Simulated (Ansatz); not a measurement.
# How far to go with the k-point mesh: the (001) slab of Mo2Rh (cut from a parent of space group no. 69; 6 atoms in the cell)

```
Mo2Rh
1.0
    2.71443     0.00000     0.00000
   -2.85316     2.71089     0.00000
    0.00000     0.00000    24.13751
Mo Rh
4 2
Cartesian
  0.00000   0.00000   7.00000
 -1.42658   1.35544  17.13751
 -1.42658   1.35544  13.19011
 -2.85316   2.71089  10.94730
  0.00000   0.00000  15.16381
 -1.42658   1.35544   8.97360
```

Method of the run: PBEsol, default PAW files made with PBE (plane waves; Ansatz, a quantum-chemistry and plane-wave program).

Base settings: basis.ecutwfc = 420 eV; kpoints.mp_grid.grid = 8 8 1; hamiltonian.xc = pbesol; hamiltonian.pseudopotentials = {kind: paw} (the program's default PAW files); scf.occupations.method = gaussian; scf.occupations.width = 0.1 eV.

Only quantities that move along the ladder and can be compared are tabulated.

The count of work is k-points × plane waves × bands × iterations; it is no time. Core times come from one kind of shared machine, to one figure; runs under 30 s give none.

The starting cell comes from a database of computed structures (which also holds hypothetical and non-ambient phases and stackings), without a prior relaxation at this level. The slab is cut from that crystal, and its faces are unrelaxed. Its lattice was rescaled by up to half a per cent. Spin polarisation is off.

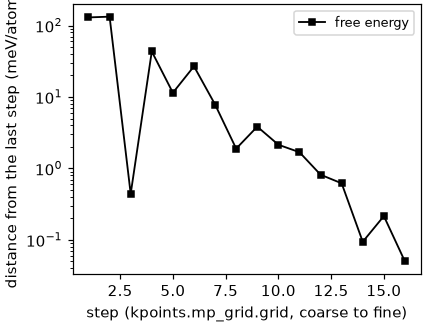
Fig. 1. Distance from the last step along the ladder; very small values are drawn at a floor.

| kpoints.mp_grid.grid | free energy less the last step's (meV/atom) | largest difference of a force vector from the last step's (eV/Å) | count of work / last | core time / last (rough) |
|---|---|---|---|---|
| 3 3 1 | 129.81 | 0.424 | 0.0084 | – |
| 4 4 1 | 133.04 | 0.409 | 0.015 | – |
| 5 5 1 | -0.44 | 0.105 | 0.021 | – |
| 6 6 1 | -43.35 | 0.037 | 0.022 | – |
| 7 7 1 | -11.47 | 0.192 | 0.030 | – |
| 8 8 1 | 26.87 | 0.018 | 0.040 | – |
| 9 9 1 | 7.85 | 0.160 | 0.047 | – |
| 11 11 1 | -1.90 | 0.046 | 0.060 | – |
| 13 13 1 | 3.85 | 0.045 | 0.082 | – |
| 15 15 1 | -2.15 | 0.033 | 0.12 | – |
| 17 17 1 | 1.69 | 0.029 | 0.14 | 0.1 |
| 20 20 1 | 0.82 | 0.017 | 0.21 | 0.1 |
| 24 24 1 | 0.62 | 0.014 | 0.30 | 0.2 |
| 28 28 1 | 0.09 | 0.008 | 0.40 | 0.2 |
| 33 33 1 | 0.22 | 0.003 | 0.55 | 0.3 |
| 38 38 1 | -0.05 | 0.003 | 0.72 | 0.5 |
| 45 45 1 | 0.00 | 0.000 | 1.0 | 1 |

Coarsest kpoints.mp_grid.grid that holds the free energy within 5 meV/atom of the last step, with all finer ones: 11 11 1, at 0.060 of the last step's count of work; the step before is off by 7.9 meV/atom.

Coarsest kpoints.mp_grid.grid that holds the forces within 0.01 eV/Å of the last step, with all finer ones: 28 28 1, at 0.40 of the last step's count of work and about 0.2 of the last step's time; the step before is off by 0.014 eV/Å.

Keys are those of Ansatz 0.2.
